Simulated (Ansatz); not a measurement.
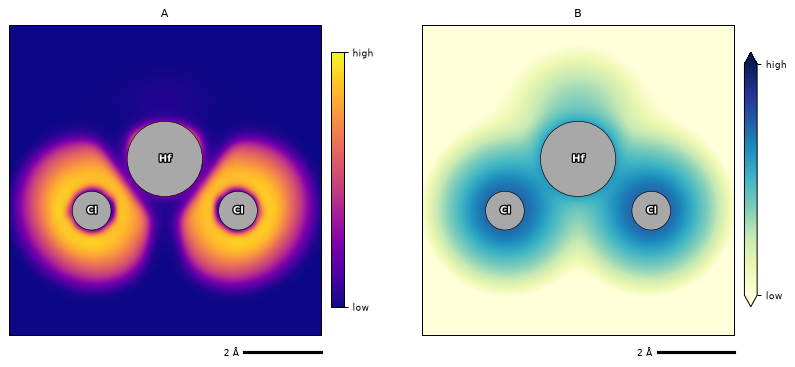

Cl₄Hf: 2 fields on the plane of atoms Cl4, Hf1 and Cl5, with unlabelled colour scales. Grey discs cover the atomic cores.

Core potentials replace the inner electrons of Hf.

The calculation used Ansatz 0.2.0, RHF/def2-SVP.

```xyz
5

Hf    0.0005    0.0000    0.0005
Cl    0.0002    0.0000    2.3537
Cl    2.2193    0.0000   -0.7837
Cl   -1.1087    1.9213   -0.7841
Cl   -1.1087   -1.9213   -0.7841
```

**Which field does each panel show? The fields are: electron density and electron localisation function.**

Panel A: electron localisation function. Panel B: electron density. From the grid: Hf–Cl (2.35 Å): the density is about 0.57 e/Å³ at the midpoint; the ELF peaks at about 0.85 in the valence shell of Cl, 0.8 Å from its nucleus, and is about 0.35 at the midpoint.
